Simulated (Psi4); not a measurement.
## SiNH₂Cl: geometry relaxation (part 2 of 4)

The same run, continued: SiNH₂Cl; r2SCAN/6-31G*, RKS (Psi4 1.11). The geometry comes from this level: PBE0-D4/def2-TZVP.

Geometry of the input (Å):
```
N  -0.1482  0.5834  -0.2339
Si -0.1162  -0.3418  1.1926
Cl 0.6490  -2.1245  0.3773
H  -0.4733  1.5386  -0.2274
H  0.1386  0.2706  -1.1500
```

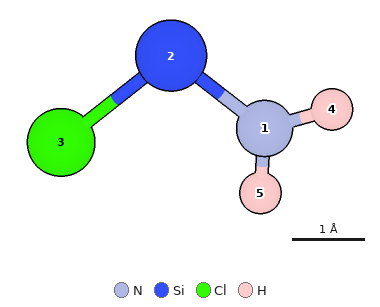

Figure 1. The structure as given in the input (ball-and-stick view, seen at a tilt; atoms are numbered from 1 in the order of the input).

What the program printed, continued
```
  Charge       = 0
  Multiplicity = 1
  Electrons    = 40
  Nalpha       = 20
  Nbeta        = 20

  ==> Algorithm <==

  SCF Algorithm Type is DF.
  DIIS enabled.
  MOM disabled.
  Fractional occupation disabled.
  Guess Type is READ.
  Energy threshold   = 1.00e-08
  Density threshold  = 1.00e-08
  Integral threshold = 1.00e-12

   => Molecular Quadrature <=

    Radial Scheme          =       TREUTLER
    Pruning Scheme         =           NONE
    Nuclear Scheme         =       TREUTLER

    Blocking Scheme        =         OCTREE
    BS radius alpha        =              1
    Pruning alpha          =              1
    Radial Points          =             75
    Spherical Points       =            302
    Total Points           =         107761
    Total Blocks           =            867
    Max Points             =            256
    Max Functions          =             56
    Weights Tolerance      =       1.00E-15

   => Loading Basis Set <=

    Name: 6-31G*
    Role: ORBITAL
    Keyword: BASIS

  Reading orbitals from file scr/job.m.14772.180.npy, no projection.

  ==> Integral Setup <==

  DFHelper Memory: AOs need 0.011 GiB; user supplied 0.745 GiB.
  SCF_SUBTYPE=INCORE selected. In-core MEM_DF algorithm will be used.
  Using in-core AOs.

   => Auxiliary Basis Set <=

  Basis Set: (6-31G* AUX)
    Blend: CC-PVDZ-JKFIT
    Number of shells: 114
    Number of basis functions: 391
    Number of Cartesian functions: 391
    Spherical Harmonics?: false
    Max angular momentum: 3

  Cached 100.0% of DFT collocation blocks in 0.373 [GiB].

  Minimum eigenvalue in the overlap matrix is 9.3695065233E-03.
  Reciprocal condition number of the overlap matrix is 1.6207624643E-03.
    Using symmetric orthogonalization.

  ==> Pre-Iterations <==

  SCF Guess: Orbitals guess was supplied from a previous computation.

   -------------------------------------------------------
    Irrep   Nso     Nmo     Nalpha   Nbeta   Ndocc  Nsocc
   -------------------------------------------------------
     A         57      57      20      20      20       0
   -------------------------------------------------------
    Total      57      57      20      20      20       0
   -------------------------------------------------------

  ==> Iterations <==

                           Total Energy        Delta E     RMS |[F,P]|

   @DF-RKS iter   0:  -805.55994759518603   -8.05560e+02   6.96717e-04
   @DF-RKS iter   1:  -805.57229261230827   -1.23450e-02   1.23367e-04 ADIIS/DIIS
   @DF-RKS iter   2:  -805.57222452673773    6.80856e-05   2.46010e-04 ADIIS/DIIS
   @DF-RKS iter   3:  -805.57232958522036   -1.05058e-04   3.25201e-05 DIIS
   @DF-RKS iter   4:  -805.57233130833720   -1.72312e-06   1.22101e-05 DIIS
   @DF-RKS iter   5:  -805.57233161175986   -3.03423e-07   2.93261e-06 DIIS
   @DF-RKS iter   6:  -805.57233163012233   -1.83625e-08   3.58103e-07 DIIS
   @DF-RKS iter   7:  -805.57233163046317   -3.40833e-10   9.91258e-08 DIIS
   @DF-RKS iter   8:  -805.57233163048761   -2.44427e-11   1.48338e-08 DIIS
   @DF-RKS iter   9:  -805.57233163048784   -2.27374e-13   2.99586e-09 DIIS
  Energy and wave function converged.

  ==> Post-Iterations <==

   Electrons on quadrature grid:
      Ntotal   =   40.0000022057 ; deviation = 2.206e-06

    Final Occupation by Irrep:
              A
    DOCC [    20 ]
    NA   [    20 ]
    NB   [    20 ]

  @DF-RKS Final Energy:  -805.57233163048784

   => Energetics <=

    Nuclear Repulsion Energy =            130.5269096175735513
    One-Electron Energy =               -1372.2051110401071128
    Two-Electron Energy =                 492.8248446295078793
    DFT Exchange-Correlation Energy =     -56.7189748374620422
    Empirical Dispersion Energy =           0.0000000000000000
    VV10 Nonlocal Energy =                  0.0000000000000000
    Total Energy =                       -805.5723316304878381

Computation Completed

Properties will be evaluated at   0.000000,   0.000000,   0.000000 [a0]

Properties computed using the SCF density matrix

 Multipole Moments:

 ------------------------------------------------------------------------------------
     Multipole            Electronic (a.u.)      Nuclear  (a.u.)        Total (a.u.)
 ------------------------------------------------------------------------------------

 L = 1.  Multiply by 2.5417464519 to convert [e a0] to [Debye]
 Dipole X            :          0.8692149           -1.1263610           -0.2571461
 Dipole Y            :         -3.4600022            4.5719846            1.1119824
 Dipole Z            :          1.5381204           -2.1448565           -0.6067361
 Magnitude           :                                                    1.2925779

 ------------------------------------------------------------------------------------

	total time  =          5 seconds =       0.08 minutes

         ------------------------------------------------------------
                                   SCF GRAD
         ------------------------------------------------------------

  ==> Geometry <==

    Molecular point group: c1
    Full point group: C1

    Geometry (in Angstrom), charge = 0, multiplicity = 1:

       Center              X                  Y                   Z               Mass
    ------------   -----------------  -----------------  -----------------  -----------------
         N           -0.365034084083     1.525540825677    -0.770445884519    14.003074004430
         SI          -0.334459751436     0.596430063275     0.670258279842    27.976926534650
         CL           0.435928967055    -1.194738835098    -0.156849736399    34.968852682000
         H           -0.691951040226     2.486577282192    -0.764488032530     1.007825032230
         H           -0.077210883413     1.214566325771    -1.694570348116     1.007825032230

  Nuclear repulsion =  130.526909617573551

   => Molecular Quadrature <=

    Radial Scheme          =       TREUTLER
    Pruning Scheme         =           NONE
    Nuclear Scheme         =       TREUTLER

    Blocking Scheme        =         OCTREE
    BS radius alpha        =              1
    Pruning alpha          =              1
    Radial Points          =             75
    Spherical Points       =            302
    Total Points           =         107761
    Total Blocks           =            867
    Max Points             =            256
    Max Functions          =             56
    Weights Tolerance      =       1.00E-15

  -Total Gradient:
     Atom            X                  Y                   Z
    ------   -----------------  -----------------  -----------------
       1       -0.000256919342     0.000111533047     0.001106826952
       2        0.001000107967    -0.001584969345    -0.002344240547
       3       -0.000939782184     0.002062475290     0.001219358445
       4        0.000007942119    -0.000029074867     0.000010793916
       5        0.000107074682    -0.000285207842    -0.000051360684

	total time  =          2 seconds =       0.03 minutes

    			-----------------------------------------

    			 OPTKING 3.0: for geometry optimizations

    			        with contributions from

    			-----------------------------------------

	                            ===> Fragment 1 <==

	 Z (Atomic Numbers)          Masses                          Geom
	       7.000000            14.003074         -0.68981445  2.88285435 -1.45593172
	      14.000000            27.976927         -0.63203733  1.12708947  1.26660458
	      17.000000            34.968853          0.82378636 -2.25772919 -0.29640304
	       1.000000             1.007825         -1.30759796  4.69895005 -1.44467301
	       1.000000             1.007825         -0.14590742  2.29519772 -3.20227386

	 - Coordinate -           - BOHR/RAD -       - ANG/DEG -
	 R(1,2)           =         3.240101           1.714587
	 R(1,4)           =         1.918329           1.015136
	 R(1,5)           =         1.921168           1.016638
	 R(2,3)           =         4.002426           2.117993
	 B(1,2,3)         =         1.707844          97.852262
	 B(2,1,4)         =         2.110426         120.918501
	 B(2,1,5)         =         2.205571         126.369898
	 B(4,1,5)         =         1.967189         112.711601
	 D(3,2,1,4)       =         3.141607         180.000849
	 D(3,2,1,5)       =        -0.000018          -0.001016

	        --- Internal Coordinate Step in ANG or DEG, aJ/ANG or AJ/DEG ---
	-------------------------------------------------------------------------------
	           Coordinate      Previous         Force          Change          New
	           ----------      --------        ------          ------        ------
	               R(1,2)       1.71459        0.00959        0.00259       1.71718
	               R(1,4)       1.01514        0.00066        0.00033       1.01547
	               R(1,5)       1.01664       -0.00127        0.00004       1.01668
	               R(2,3)       2.11799        0.02039        0.00686       2.12485
	             B(1,2,3)      97.85226       -0.00007       -0.25401      97.59825
	             B(2,1,4)     120.91850       -0.00001       -0.04280     120.87571
	             B(2,1,5)     126.36990        0.00002        0.15372     126.52362
	             B(4,1,5)     112.71160       -0.00002       -0.11092     112.60068
	           D(3,2,1,4)     180.00085       -0.00000       -0.00085     180.00000
	           D(3,2,1,5)      -0.00102        0.00000        0.00102       0.00000
	-------------------------------------------------------------------------------

	                                 ==> Convergence Check <==

	Measures of convergence in internal coordinates in au.

	Criteria marked as inactive (o), active & met (*), and active & unmet ( ).

	----------------------------------------------------------------------------------------------
	   Step    Total Energy     Delta E     Max Force     RMS Force      Max Disp      RMS Disp
	----------------------------------------------------------------------------------------------
	  Convergence Criteria     1.00e-06 *    3.00e-04 *             o    1.20e-03 *             o
	----------------------------------------------------------------------------------------------
	     2    -805.57233163   -3.21e-04      2.48e-03      9.18e-04 o    1.30e-02      4.73e-03 o  ~
	----------------------------------------------------------------------------------------------

Next Geometry in Ang
	Fragment 1 (Ang)

	    N  -0.3649956763   1.5254762058  -0.7704722093
	   Si  -0.3358811839   0.5981547400   0.6744906873
	   Cl   0.4371406351  -1.1969386732  -0.1592165842
	    H  -0.6917467163   2.4869268625  -0.7661522013
	    H  -0.0772438507   1.2147565266  -1.6947454143

    Structure for next step:
    Molecular point group: c1
    Full point group: C1

    Geometry (in Angstrom), charge = 0, multiplicity = 1:

    N           -0.365037642708     1.525843909410    -0.770895457024
    SI          -0.335923150316     0.598522443567     0.674067439599
    CL           0.437098668762    -1.196570969570    -0.159639831920
    H           -0.691788682676     2.487294566128    -0.766575449076
    H           -0.077285817080     1.215124230222    -1.695168662005

gradient() will perform analytic gradient computation.

  ==> Geometry <==

    Molecular point group: c1
    Full point group: C1

    Geometry (in Angstrom), charge = 0, multiplicity = 1:

       Center              X                  Y                   Z               Mass
    ------------   -----------------  -----------------  -----------------  -----------------
         N           -0.365037642708     1.525843909410    -0.770895457024    14.003074004430
         SI          -0.335923150316     0.598522443567     0.674067439599    27.976926534650
         CL           0.437098668762    -1.196570969570    -0.159639831920    34.968852682000
         H           -0.691788682676     2.487294566128    -0.766575449076     1.007825032230
         H           -0.077285817080     1.215124230222    -1.695168662005     1.007825032230

  Running in c1 symmetry.

  Rotational constants: A =      0.64126  B =      0.15088  C =      0.12214 [cm^-1]
  Rotational constants: A =  19224.56887  B =   4523.12968  C =   3661.62716 [MHz]
  Nuclear repulsion =  130.264146523314764

  Charge       = 0
  Multiplicity = 1
  Electrons    = 40
  Nalpha       = 20
  Nbeta        = 20

   => Molecular Quadrature <=

    Radial Scheme          =       TREUTLER
    Pruning Scheme         =           NONE
    Nuclear Scheme         =       TREUTLER

    Blocking Scheme        =         OCTREE
    BS radius alpha        =              1
    Pruning alpha          =              1
    Radial Points          =             75
    Spherical Points       =            302
    Total Points           =         107769
    Total Blocks           =            871
    Max Points             =            256
    Max Functions          =             56
    Weights Tolerance      =       1.00E-15

   => Auxiliary Basis Set <=

  Basis Set: (6-31G* AUX)
    Blend: CC-PVDZ-JKFIT
    Number of shells: 114
    Number of basis functions: 391
    Number of Cartesian functions: 391
    Spherical Harmonics?: false
    Max angular momentum: 3

  Cached 100.0% of DFT collocation blocks in 0.373 [GiB].

  Minimum eigenvalue in the overlap matrix is 9.3711132545E-03.
  Reciprocal condition number of the overlap matrix is 1.6227141805E-03.
    Using symmetric orthogonalization.

  ==> Iterations <==

                           Total Energy        Delta E     RMS |[F,P]|

   @DF-RKS iter   0:  -805.56967378993602   -8.05570e+02   2.36730e-04
   @DF-RKS iter   1:  -805.57234362160102   -2.66983e-03   4.39035e-05 DIIS
   @DF-RKS iter   2:  -805.57234013110383    3.49050e-06   6.10020e-05 DIIS
   @DF-RKS iter   3:  -805.57234871200296   -8.58090e-06   6.81741e-06 DIIS
   @DF-RKS iter   4:  -805.57234879708585   -8.50829e-08   1.66903e-06 DIIS
   @DF-RKS iter   5:  -805.57234880327428   -6.18843e-09   4.95257e-07 DIIS
   @DF-RKS iter   6:  -805.57234880371789   -4.43606e-10   2.04763e-07 DIIS
   @DF-RKS iter   7:  -805.57234880377837   -6.04814e-11   2.10230e-08 DIIS
   @DF-RKS iter   8:  -805.57234880377837    0.00000e+00   3.77426e-09 DIIS
  Energy and wave function converged.

  ==> Post-Iterations <==

   Electrons on quadrature grid:
      Ntotal   =   40.0000023752 ; deviation = 2.375e-06

    Final Occupation by Irrep:
              A
    DOCC [    20 ]
    NA   [    20 ]
    NB   [    20 ]

  @DF-RKS Final Energy:  -805.57234880377837

   => Energetics <=

    Nuclear Repulsion Energy =            130.2641465233147642
    One-Electron Energy =               -1371.6867656298950351
    Two-Electron Energy =                 492.5663275216393799
    DFT Exchange-Correlation Energy =     -56.7160572188374417
    Empirical Dispersion Energy =           0.0000000000000000
    VV10 Nonlocal Energy =                  0.0000000000000000
    Total Energy =                       -805.5723488037783682

Computation Completed

Properties will be evaluated at   0.000000,   0.000000,   0.000000 [a0]

Properties computed using the SCF density matrix

 Multipole Moments:

 ------------------------------------------------------------------------------------
     Multipole            Electronic (a.u.)      Nuclear  (a.u.)        Total (a.u.)
 ------------------------------------------------------------------------------------

 L = 1.  Multiply by 2.5417464519 to convert [e a0] to [Debye]
 Dipole X            :          0.8634102           -1.1273818           -0.2639715
 Dipole Y            :         -3.4499392            4.5749020            1.1249628
 Dipole Z            :          1.5501970           -2.1447358           -0.5945388
 Magnitude           :                                                    1.2994994

 ------------------------------------------------------------------------------------

	total time  =          4 seconds =       0.07 minutes

         ------------------------------------------------------------
                                   SCF GRAD
         ------------------------------------------------------------

  ==> Geometry <==

    Molecular point group: c1
    Full point group: C1

    Geometry (in Angstrom), charge = 0, multiplicity = 1:

       Center              X                  Y                   Z               Mass
    ------------   -----------------  -----------------  -----------------  -----------------
         N           -0.365037642708     1.525843909410    -0.770895457024    14.003074004430
         SI          -0.335923150316     0.598522443567     0.674067439599    27.976926534650
         CL           0.437098668762    -1.196570969570    -0.159639831920    34.968852682000
         H           -0.691788682676     2.487294566128    -0.766575449076     1.007825032230
         H           -0.077285817080     1.215124230222    -1.695168662005     1.007825032230

  Nuclear repulsion =  130.264146523314764

   => Molecular Quadrature <=

    Radial Scheme          =       TREUTLER
    Pruning Scheme         =           NONE
    Nuclear Scheme         =       TREUTLER

    Blocking Scheme        =         OCTREE
    BS radius alpha        =              1
    Pruning alpha          =              1
    Radial Points          =             75
    Spherical Points       =            302
    Total Points           =         107769
    Total Blocks           =            871
    Max Points             =            256
    Max Functions          =             56
    Weights Tolerance      =       1.00E-15
```
